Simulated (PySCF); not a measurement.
**Geometry relaxation, with input and output: C$_{2}$H$_{8}$N$_{2}$S$_{2}$W (part 2 of 2)**

The same run, continued: C$_{2}$H$_{8}$N$_{2}$S$_{2}$W (W(NH)2(SMe)2); PBE0-D3(BJ)/def2-SVP geometry optimisation, gas phase (PySCF 2.14.0). The run did not end well. It belongs to a series of runs on one base structure; here: ligand (both): Cl to SMe.

### Trajectory as extended XYZ, continued
```
15
Properties=species:S:1:pos:R:3:forces:R:3 step=26 energy=-28659.86575
W     0.7530    0.2577    0.4873    0.0208  -0.0061   0.0152
N     0.8645    0.0696    2.2257   -0.0198   0.0181  -0.0292
H     1.2747    0.1361    3.1521    0.0120  -0.0084  -0.0028
N     2.1354    1.0297   -0.2632    0.0030   0.0050   0.0257
H     3.0426    1.4867   -0.2811   -0.0037   0.0011  -0.0101
S    -1.1807    1.5344    0.1661   -0.0149  -0.0049  -0.0211
C    -1.0635    2.0332   -1.5889   -0.0283   0.0001   0.0423
H    -0.3165    1.4482   -2.1401   -0.0046   0.0002  -0.0132
H    -0.8098    3.1006   -1.6402    0.0303  -0.0075  -0.0084
H    -2.0504    1.8720   -2.0441    0.0072  -0.0004  -0.0057
S     0.6564   -1.8542   -0.5204   -0.0042  -0.0060  -0.0073
C    -0.6402   -2.6643    0.4792    0.0009   0.0130   0.0017
H    -0.3193   -2.7546    1.5256    0.0045  -0.0036   0.0064
H    -0.7943   -3.6660    0.0551   -0.0037  -0.0006   0.0019
H    -1.5847   -2.1051    0.4307    0.0006   0.0002   0.0046
15
Properties=species:S:1:pos:R:3:forces:R:3 step=29 energy=-28659.86666
W     0.7354    0.2502    0.4689   -0.0058   0.0371  -0.0264
N     0.8496    0.0653    2.2067    0.0093  -0.0159   0.0246
H     1.2781    0.1293    3.1251   -0.0054   0.0073   0.0029
N     2.1145    1.0277   -0.2798    0.0032  -0.0047  -0.0081
H     3.0178    1.4907   -0.3123    0.0039   0.0000   0.0028
S    -1.1989    1.5268    0.1418   -0.0109  -0.0182   0.0022
C    -1.0591    2.0469   -1.6034    0.0457  -0.0084  -0.0286
H    -0.3232    1.4529   -2.1613   -0.0139  -0.0147   0.0132
H    -0.7692    3.1059   -1.6381   -0.0088   0.0020  -0.0075
H    -2.0432    1.9176   -2.0737   -0.0168   0.0201   0.0193
S     0.6368   -1.8695   -0.5225    0.0070  -0.0001   0.0014
C    -0.6280   -2.6726    0.5226   -0.0036  -0.0075   0.0033
H    -0.2650   -2.7717    1.5546   -0.0023  -0.0013  -0.0025
H    -0.8096   -3.6703    0.0998   -0.0017   0.0018   0.0003
H    -1.5688   -2.1053    0.5157    0.0000   0.0025   0.0031
15
Properties=species:S:1:pos:R:3:forces:R:3 step=31 energy=-28659.86759
W     0.7452    0.2581    0.4642   -0.0067  -0.0015   0.0043
N     0.8544    0.1084    2.2060    0.0233  -0.0098   0.0108
H     1.2877    0.1941    3.1205   -0.0132   0.0044   0.0070
N     2.1249    1.0229   -0.2964   -0.0004   0.0144  -0.0076
H     3.0264    1.4886   -0.3407   -0.0042  -0.0065   0.0040
S    -1.2015    1.5083    0.1122    0.0057   0.0033   0.0000
C    -1.0627    1.9996   -1.6409    0.0269  -0.0214  -0.0506
H    -0.3428    1.3836   -2.1959   -0.0099  -0.0176   0.0205
H    -0.7552    3.0525   -1.6960   -0.0084   0.0070  -0.0038
H    -2.0525    1.8791   -2.1022   -0.0139   0.0267   0.0192
S     0.6528   -1.8835   -0.4785   -0.0045   0.0061   0.0028
C    -0.6336   -2.6461    0.5726    0.0028   0.0051  -0.0298
H    -0.2577   -2.7847    1.5950   -0.0013  -0.0052   0.0099
H    -0.8724   -3.6230    0.1304    0.0043  -0.0048   0.0084
H    -1.5457   -2.0339    0.5936   -0.0004   0.0000   0.0051
15
Properties=species:S:1:pos:R:3:forces:R:3 step=34 energy=-28659.87203
W     0.7672    0.2537    0.4526    0.0193  -0.0006   0.0688
N     0.9341    0.1295    2.1928   -0.0208  -0.0040  -0.0457
H     1.3936    0.2177    3.0941   -0.0040  -0.0021  -0.0001
N     2.1412    0.9697   -0.3636    0.0058  -0.0035  -0.0047
H     3.0587    1.3983   -0.4397   -0.0035   0.0132   0.0059
S    -1.1536    1.5530    0.1317   -0.0060   0.0152  -0.0027
C    -1.0397    1.9747   -1.6428   -0.0023  -0.0133   0.0193
H    -0.4680    1.2243   -2.2039   -0.0186   0.0109  -0.0399
H    -0.5698    2.9611   -1.7558    0.0227  -0.0164  -0.0009
H    -2.0636    2.0109   -2.0398    0.0008  -0.0023   0.0103
S     0.5821   -1.8916   -0.4680   -0.0075   0.0027  -0.0155
C    -0.7072   -2.6006    0.6162    0.0081  -0.0024   0.0121
H    -0.2768   -2.8788    1.5877    0.0015   0.0084  -0.0003
H    -1.0920   -3.4992    0.1144    0.0054  -0.0026   0.0006
H    -1.5390   -1.8987    0.7682   -0.0009  -0.0031  -0.0072
15
Properties=species:S:1:pos:R:3:forces:R:3 step=37 energy=-28659.87637
W     0.7689    0.1829    0.4161    0.0123   0.0578   0.0342
N     1.0526   -0.0989    2.1221   -0.1019   0.0245  -0.0398
H     1.5641   -0.1217    2.9991    0.0190  -0.0065  -0.0190
N     2.1388    0.8502   -0.4476   -0.0256  -0.0373  -0.0081
H     3.0823    1.2098   -0.5530    0.0218   0.0094   0.0005
S    -1.0145    1.7058    0.3116    0.0342   0.0211   0.0450
C    -0.9343    2.1700   -1.4555    0.0424  -0.1376  -0.0157
H    -0.7122    1.2877   -2.0722    0.0018   0.0781  -0.0733
H    -0.1661    2.9399   -1.6095    0.0060  -0.0332  -0.0015
H    -1.9154    2.5629   -1.7553   -0.0319   0.0078   0.0839
S     0.3009   -1.8452   -0.6631    0.0471   0.0371  -0.0027
C    -0.8691   -2.6025    0.5163   -0.0109  -0.0515   0.0697
H    -0.3237   -3.0297    1.3699   -0.0043   0.0274  -0.0262
H    -1.3933   -3.4079   -0.0163   -0.0040   0.0047  -0.0206
H    -1.6114   -1.8794    0.8814   -0.0059  -0.0019  -0.0265
15
Properties=species:S:1:pos:R:3:forces:R:3 step=40 energy=-28659.88382
W     0.8177    0.1466    0.4356    0.0101   0.0265  -0.0160
N     1.0653   -0.2089    2.1328    0.0043   0.0101   0.0256
H     1.5791   -0.2767    3.0061    0.0016  -0.0094   0.0003
N     2.2123    0.8044   -0.3960    0.0108   0.0032   0.0140
H     3.1621    1.1514   -0.4913   -0.0078  -0.0057  -0.0030
S    -0.9225    1.7107    0.4202   -0.0072  -0.0169   0.0076
C    -0.9163    2.2177   -1.3340   -0.0316  -0.0229  -0.0264
H    -0.7409    1.3640   -2.0030    0.0068   0.0055  -0.0060
H    -0.1509    2.9865   -1.5028    0.0087  -0.0053  -0.0067
H    -1.9103    2.6308   -1.5552    0.0069   0.0229   0.0163
S     0.3116   -1.8180   -0.7342    0.0015  -0.0041   0.0036
C    -0.9427   -2.5722    0.3612   -0.0167   0.0172  -0.0265
H    -0.4682   -2.9644    1.2701    0.0016  -0.0073   0.0102
H    -1.4040   -3.3972   -0.1992    0.0090  -0.0100   0.0056
H    -1.7252   -1.8507    0.6337    0.0023  -0.0038   0.0014
```

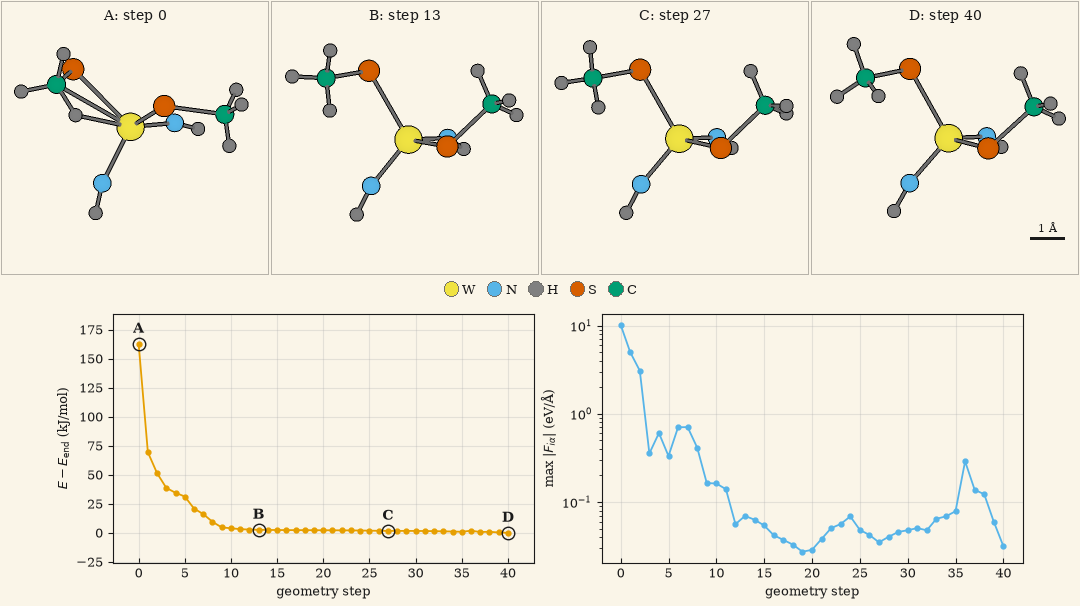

Frames of the relaxation (ball-and-stick view, seen at a tilt) above the curves, on which the letters mark them (steps are counted from 0).

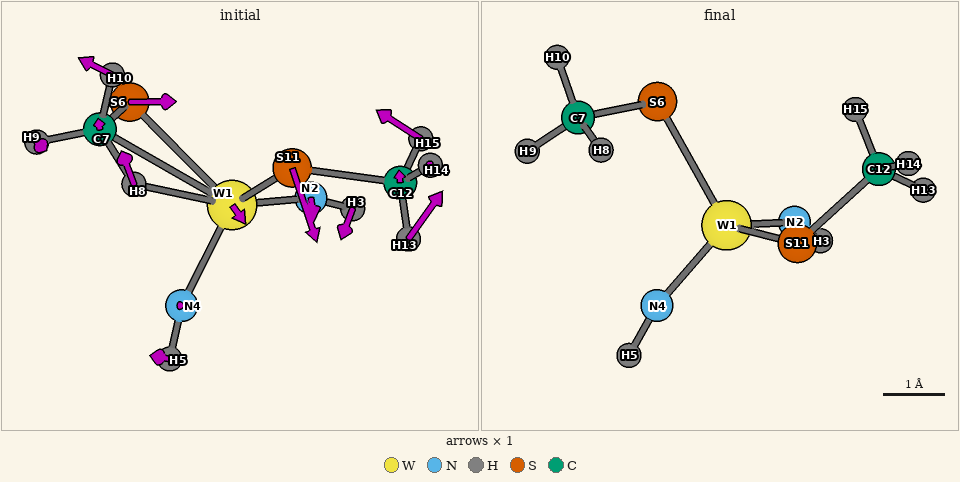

Before (left) and after (right) the relaxation, at one scale (ball-and-stick view, seen at a tilt). The pink arrows give the displacements, at true length. The relaxation stopped without meeting its thresholds, so the last structure isn't shown to be converged. S11 moves most after the best rigid fit: 1.31 Å. Largest moves by element: S 1.31 Å, H 1.07 Å, N 0.44 Å, W 0.41 Å, C 0.23 Å. Among the contacts that change: W1–H8 2.156 → 3.140 Å, W1–C7 2.719 → 3.229 Å, W1–S6 2.489 → 2.340 Å, C12–H13 0.978 → 1.098 Å. Bonds break: W1–H8 (2.16 → 3.14 Å). Among the angles that change: W1–S6–C7 76.1° → 100.9°, W1–N2–H3 165.6° → 156.7°, N4–W1–S11 113.3° → 104.5°. The energy falls by 162.8 kJ/mol in 40 geometry steps. Largest force component: 10 eV/Å at the start, 0.032 eV/Å at the end. (Atoms are counted from 1 in the order of the input.)

This output came from the following input.

### Input file
```
{"job": {"xc": "PBE0", "basis": "def2-SVP", "d3": "d3bj", "grid": 1, "maxiter": 40, "shake": 0.03, "kind": "geom"}, "charge": 0, "multiplicity": 1}
W      0.320900     0.636530     0.351560
N      0.275370     0.410120     2.083120
H      0.491130     0.336900     3.047330
N      1.962120     1.210920    -0.299430
H      2.842460     1.428040    -0.370870
S     -1.376300     2.383800    -0.159830
C     -1.006690     1.627200    -1.804700
H     -0.106520     0.967060    -1.735240
H     -0.811740     2.446720    -2.454800
H     -1.922730     1.071400    -2.111030
S     -0.355800    -1.443420    -0.528910
C     -0.070670    -2.615550     0.834650
H      0.870760    -2.550450     1.092190
H     -0.387080    -3.600250     0.459360
H     -0.757990    -2.385130     1.640590
```

The first line tells a small driver script what to run in PySCF; the rest is the geometry in Å.

Launch command:
```bash
OMP_NUM_THREADS=1 python <driver script> task.json out
```

### What the run reported

```json
{"quantity": "outcome", "value": "not converged"}
{"quantity": "total energy", "value": "−1053.231313 hartree"}
{"quantity": "dipole moment", "value": "0.48 D"}
{"quantity": "point group", "value": "C1"}
{"quantity": "hardware", "value": "1 CPU thread, shared host"}
{"quantity": "wall time", "value": "13 min"}
{"quantity": "peak memory", "value": "0.66 GiB"}
```

### Diagnosis

The run did not converge. At least one of its steps failed, so the values that rest on that step are not results.
